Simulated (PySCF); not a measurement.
# C$_{3}$H$_{7}$AlFN: geometry relaxation (part 1 of 2)

The run: geometry relaxation of C$_{3}$H$_{7}$AlFN. Method and program: PBE0-D3(BJ)/def2-SVP geometry optimisation, gas phase (PySCF 2.14.0).

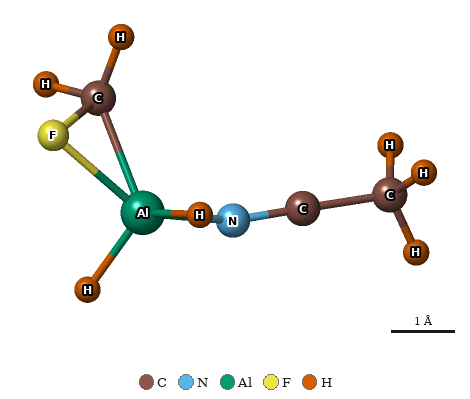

The starting structure (ball-and-stick view, seen at a tilt). Sticks mark near contacts.

### Input file
```
{"job": {"xc": "PBE0", "basis": "def2-SVP", "d3": "d3bj", "grid": 1, "shake": 0.01, "kind": "geom"}, "charge": 0, "multiplicity": 1}
C      2.883560    -0.046560    -0.122730
C      1.517400    -0.015060    -0.611990
N      0.428690     0.008140    -1.019860
Al    -1.425840    -0.597220    -0.906290
C     -2.130830     0.820880     0.344830
F     -3.159880    -0.175740    -0.017720
H      3.559400    -0.244570    -0.943280
H      2.973260    -0.780580     0.638460
H      3.104150     0.957840     0.318310
H     -1.129180    -1.979880    -0.233510
H     -1.883670    -0.534410    -2.383500
H     -2.114220     0.785360     1.455580
H     -2.617020     1.784900     0.050410
```

The first line tells a small driver script what to run in PySCF; the rest is the geometry in Å.

Run on 1 CPU thread, shared host.

Launched with:
```bash
OMP_NUM_THREADS=1 python <driver script> task.json out
```

### Output
```
step   0  E = -514.80758162  max force = 0.044083
step   1  E = -514.81628658  max force = 0.011819
step   2  E = -514.81897574  max force = 0.008254
step   3  E = -514.82159662  max force = 0.009290
step   4  E = -514.82255696  max force = 0.011543
step   5  E = -514.82415531  max force = 0.012828
step   6  E = -514.82363199  max force = 0.018805
step   7  E = -514.82597375  max force = 0.008651
step   8  E = -514.82757882  max force = 0.006586
step   9  E = -514.82886668  max force = 0.007733
step  10  E = -514.82931605  max force = 0.004554
step  11  E = -514.82958639  max force = 0.001999
step  12  E = -514.82965941  max force = 0.001864
step  13  E = -514.82972967  max force = 0.000723
step  14  E = -514.82973880  max force = 0.000532
step  15  E = -514.82974206  max force = 0.000508
step  16  E = -514.82974267  max force = 0.000563
step  17  E = -514.82974118  max force = 0.000772
step  18  E = -514.82974788  max force = 0.000565
step  19  E = -514.82975384  max force = 0.000329
optimisation converged
```

### Trajectory as extended XYZ (Å, eV, eV/Å), 20 frames, from step=0 to step=19
```
13
Properties=species:S:1:pos:R:3:forces:R:3 step=0 energy=-14008.62783
C     2.8836   -0.0466   -0.1227   -0.8084   1.9069  -0.3294
C     1.5174   -0.0151   -0.6120   -0.7511   0.0955  -0.6375
N     0.4287    0.0081   -1.0199    2.2669  -0.1783   0.6050
Al   -1.4258   -0.5972   -0.9063   -0.6694   0.6287   0.4521
C    -2.1308    0.8209    0.3448   -0.5784   0.3071   0.0608
F    -3.1599   -0.1757   -0.0177   -0.9413  -0.4125   0.1759
H     3.5594   -0.2446   -0.9433    0.4417  -0.1448  -0.4172
H     2.9733   -0.7806    0.6385    0.1636  -1.0582   0.9773
H     3.1042    0.9578    0.3183    0.0325  -0.5567  -0.2432
H    -1.1292   -1.9799   -0.2335    0.1688  -0.3968   0.2650
H    -1.8837   -0.5344   -2.3835   -0.1783   0.1114  -0.6555
H    -2.1142    0.7854    1.4556    0.2722   0.0384  -0.3202
H    -2.6170    1.7849    0.0504    0.5812  -0.3407   0.0669
13
Properties=species:S:1:pos:R:3:forces:R:3 step=1 energy=-14008.86470
C     2.9675   -0.0330   -0.1598   -0.1983   0.3366   0.0618
C     1.5902   -0.0229   -0.6030    0.0420   0.0919  -0.1650
N     0.4893   -0.0228   -0.9471    0.5316  -0.1963   0.1974
Al   -1.4645   -0.5721   -0.8627   -0.2325   0.4061   0.1650
C    -2.2370    0.8145    0.3608   -0.6078  -0.2841  -0.1830
F    -3.2773   -0.1793   -0.0457   -0.4514  -0.0991   0.1646
H     3.6308   -0.2583   -1.0024    0.0913  -0.0661  -0.0525
H     3.0847   -0.7830    0.6314    0.0611  -0.1132   0.0326
H     3.2209    0.9590    0.2501    0.0288  -0.1016  -0.0465
H    -1.1825   -1.9777   -0.1813    0.0959  -0.1227   0.1133
H    -1.8672   -0.4772   -2.3849   -0.0065   0.0835  -0.2272
H    -2.2574    0.7632    1.4617    0.2758   0.0502  -0.0467
H    -2.6914    1.7726    0.0517    0.3699   0.0147  -0.0139
13
Properties=species:S:1:pos:R:3:forces:R:3 step=2 energy=-14008.93788
C     2.9968   -0.0263   -0.1699   -0.0566   0.0576   0.0118
C     1.6106   -0.0350   -0.5825    0.0210   0.1225  -0.1390
N     0.5033   -0.0442   -0.9048    0.3067  -0.1928   0.1882
Al   -1.4921   -0.5644   -0.8462   -0.0019   0.1838  -0.0392
C    -2.2869    0.8022    0.3580   -0.4009  -0.4244  -0.1951
F    -3.3415   -0.1763   -0.0574   -0.2803   0.1686   0.2335
H     3.6455   -0.2596   -1.0255    0.0137  -0.0213  -0.0011
H     3.1446   -0.7765    0.6200    0.0256  -0.0252  -0.0109
H     3.2610    0.9653    0.2251    0.0085  -0.0023  -0.0083
H    -1.2168   -1.9819   -0.1575    0.0388   0.0137   0.0191
H    -1.8559   -0.4441   -2.3926    0.0392   0.0441  -0.0163
H    -2.2798    0.7442    1.4571    0.1359   0.0433  -0.0216
H    -2.6829    1.7797    0.0449    0.1505   0.0325  -0.0210
13
Properties=species:S:1:pos:R:3:forces:R:3 step=3 energy=-14009.00920
C     3.0654   -0.0232   -0.1994    0.1157  -0.1764  -0.0266
C     1.6587   -0.0712   -0.5287   -0.0009   0.1205  -0.0997
N     0.5374   -0.1047   -0.7935   -0.0780  -0.1047   0.1654
Al   -1.5373   -0.5445   -0.8044    0.4777  -0.1794  -0.3139
C    -2.3997    0.7759    0.3495   -0.1751  -0.3536  -0.1107
F    -3.4806   -0.1452   -0.0881   -0.0742   0.3932   0.2645
H     3.6678   -0.2567   -1.0911   -0.0442   0.0347   0.0224
H     3.2900   -0.7717    0.5769   -0.0292   0.0599  -0.0174
H     3.3394    0.9743    0.1683   -0.0162   0.0432   0.0176
H    -1.2938   -1.9743   -0.1143   -0.0460   0.0640  -0.0523
H    -1.7917   -0.3685   -2.3765    0.0197  -0.0201   0.1008
H    -2.3643    0.7089    1.4449   -0.0564   0.0593   0.0442
H    -2.6853    1.7836    0.0252   -0.0929   0.0595   0.0059
13
Properties=species:S:1:pos:R:3:forces:R:3 step=4 energy=-14009.03533
C     3.1021   -0.0271   -0.2168    0.1057  -0.1555  -0.0344
C     1.6849   -0.0977   -0.4952   -0.0029   0.0836  -0.0913
N     0.5569   -0.1498   -0.7257   -0.1964  -0.0416   0.1513
Al   -1.5463   -0.5410   -0.7859    0.5936  -0.2006  -0.2504
C    -2.4526    0.7685    0.3462   -0.0952  -0.2415  -0.0669
F    -3.5450   -0.1066   -0.1082   -0.0987   0.3239   0.1923
H     3.6741   -0.2403   -1.1331   -0.0412   0.0329   0.0201
H     3.3715   -0.7772    0.5428   -0.0336   0.0515  -0.0051
H     3.3700    0.9729    0.1489   -0.0125   0.0376   0.0201
H    -1.3448   -1.9789   -0.1028   -0.0683   0.0436  -0.0603
H    -1.7381   -0.3381   -2.3623   -0.0078  -0.0318   0.0851
H    -2.4377    0.7098    1.4430   -0.0417   0.0412   0.0422
H    -2.6890    1.7883    0.0179   -0.1010   0.0566  -0.0027
13
Properties=species:S:1:pos:R:3:forces:R:3 step=5 energy=-14009.07882
C     3.1526   -0.0328   -0.2466    0.0097  -0.0135  -0.0160
C     1.7213   -0.1634   -0.4156    0.0340  -0.0056  -0.0784
N     0.5847   -0.2690   -0.5710   -0.3617   0.0816   0.0904
Al   -1.5464   -0.5581   -0.7483    0.6597  -0.1282  -0.0277
C    -2.5241    0.7694    0.3214    0.1053   0.0319   0.0133
F    -3.6552    0.0183   -0.1557   -0.3043   0.0646   0.0386
H     3.6485   -0.1097   -1.2252   -0.0096   0.0056   0.0049
H     3.5299   -0.8310    0.4083   -0.0152   0.0025   0.0128
H     3.3890    0.9437    0.1991    0.0007   0.0022   0.0101
H    -1.4771   -2.0083   -0.0809   -0.0762  -0.0228  -0.0512
H    -1.6137   -0.3249   -2.3245   -0.0354  -0.0325  -0.0125
H    -2.5511    0.7383    1.4214    0.0118   0.0047   0.0147
H    -2.6525    1.8104   -0.0135   -0.0187   0.0096   0.0010
13
Properties=species:S:1:pos:R:3:forces:R:3 step=6 energy=-14009.06458
C     3.1584   -0.0236   -0.2651    0.5816   0.0535  -0.0972
C     1.7233   -0.2124   -0.3595   -0.1330  -0.1425  -0.1389
N     0.5839   -0.3711   -0.4576   -0.1017   0.2045   0.0568
Al   -1.5373   -0.6037   -0.7132    0.5612  -0.1017   0.0939
C    -2.5321    0.7854    0.2838    0.1142   0.1715  -0.0068
F    -3.7177    0.1350   -0.1729   -0.2579   0.0541   0.0217
H     3.5852    0.1606   -1.2982   -0.3709  -0.1697   0.9670
H     3.6359   -0.9424    0.1835   -0.3593   0.7810  -0.3588
H     3.3565    0.8687    0.3872   -0.0031  -0.6214  -0.4384
H    -1.5881   -2.0509   -0.0368   -0.0526  -0.0067  -0.0557
H    -1.5315   -0.3953   -2.2938   -0.0218  -0.0329  -0.0425
H    -2.5650    0.7999    1.3870    0.0291  -0.0225  -0.0426
H    -2.5655    1.8329   -0.0757    0.0143  -0.1674   0.0414
13
Properties=species:S:1:pos:R:3:forces:R:3 step=7 energy=-14009.12831
C     3.1451   -0.0142   -0.2606    0.0927   0.0272  -0.0011
C     1.7141   -0.2087   -0.3611    0.0007  -0.0803  -0.0591
N     0.5777   -0.3727   -0.4595   -0.3159   0.1470   0.0239
Al   -1.5243   -0.6215   -0.7272    0.4449   0.0451   0.1433
C    -2.5180    0.7742    0.2850   -0.0646  -0.0336  -0.0927
F    -3.7401    0.1781   -0.1518   -0.1174   0.0490   0.0479
H     3.5715    0.1248   -1.2716   -0.0684  -0.0458   0.2052
H     3.6118   -0.8926    0.2212   -0.0771   0.1607  -0.1015
H     3.3510    0.8854    0.3445    0.0083  -0.1195  -0.0722
H    -1.5923   -2.0735   -0.0705   -0.0414  -0.0442  -0.0322
H    -1.5201   -0.4044   -2.3062   -0.0202  -0.0301  -0.0558
H    -2.5380    0.7854    1.3879    0.0731  -0.0371  -0.0005
H    -2.5323    1.8228   -0.0613    0.0854  -0.0385  -0.0052
13
Properties=species:S:1:pos:R:3:forces:R:3 step=8 energy=-14009.17198
C     3.1048    0.0141   -0.2552   -0.2093   0.0367   0.0833
C     1.6800   -0.2169   -0.3409    0.0701  -0.0560   0.0168
N     0.5481   -0.4131   -0.4190   -0.3386   0.1201  -0.0306
Al   -1.5064   -0.6752   -0.7335    0.2519   0.0708   0.1154
C    -2.4804    0.7586    0.2603   -0.1790  -0.0805  -0.0753
F    -3.7734    0.3001   -0.1128    0.0570   0.0828   0.0611
H     3.5010    0.2313   -1.2494    0.1030   0.0198  -0.2370
H     3.6007   -0.8703    0.1534    0.0944  -0.1871   0.0518
H     3.3052    0.8675    0.4003    0.0101   0.1355   0.1072
H    -1.6451   -2.1297   -0.0950   -0.0087  -0.0603  -0.0119
H    -1.4795   -0.4709   -2.3164   -0.0040  -0.0321  -0.0543
H    -2.4505    0.7839    1.3637    0.0710  -0.0540   0.0101
H    -2.3984    1.8034   -0.0866    0.0821   0.0043  -0.0365
13
Properties=species:S:1:pos:R:3:forces:R:3 step=9 energy=-14009.20703
C     3.0090    0.0620   -0.2310   -0.2870  -0.0040   0.0808
C     1.5962   -0.2197   -0.3263    0.0855  -0.0141   0.1140
N     0.4724   -0.4574   -0.3974   -0.0387   0.0674  -0.0673
Al   -1.4926   -0.7675   -0.7561   -0.2187   0.0516  -0.0141
C    -2.3840    0.7424    0.2225   -0.2305  -0.0832  -0.0381
F    -3.7575    0.5259   -0.0194    0.1838   0.0283   0.0618
H     3.3783    0.4120   -1.1917    0.1514   0.1299  -0.3977
H     3.5432   -0.8429    0.0525    0.1939  -0.3406   0.0830
H     3.1932    0.8301    0.5220   -0.0045   0.2116   0.2026
H    -1.7083   -2.2240   -0.1340    0.0429  -0.0241   0.0207
H    -1.4535   -0.6067   -2.3504    0.0183  -0.0203  -0.0137
H    -2.2426    0.7704    1.3188    0.0294  -0.0496   0.0268
H    -2.1480    1.7581   -0.1408    0.0742   0.0471  -0.0589
13
Properties=species:S:1:pos:R:3:forces:R:3 step=10 energy=-14009.21925
C     2.9833    0.0729   -0.2185   -0.1044  -0.0180   0.0035
C     1.5718   -0.2073   -0.3404    0.0133  -0.0157   0.1008
N     0.4480   -0.4422   -0.4302    0.1243   0.0477  -0.0574
Al   -1.5062   -0.7829   -0.7739   -0.2131   0.0003  -0.0588
C    -2.3516    0.7383    0.2204   -0.2342  -0.0935  -0.0327
F    -3.7376    0.5585    0.0386    0.1862   0.0466   0.0399
H     3.3708    0.4406   -1.1732    0.0609   0.0726  -0.1705
H     3.5166   -0.8434    0.0537    0.0821  -0.1518   0.0474
H     3.1538    0.8297    0.5551   -0.0112   0.0967   0.0949
H    -1.6961   -2.2404   -0.1399    0.0365   0.0013   0.0198
H    -1.4905   -0.6431   -2.3728    0.0074  -0.0103   0.0159
H    -2.1606    0.7576    1.3099    0.0231  -0.0046   0.0105
H    -2.0958    1.7444   -0.1601    0.0291   0.0287  -0.0133
```
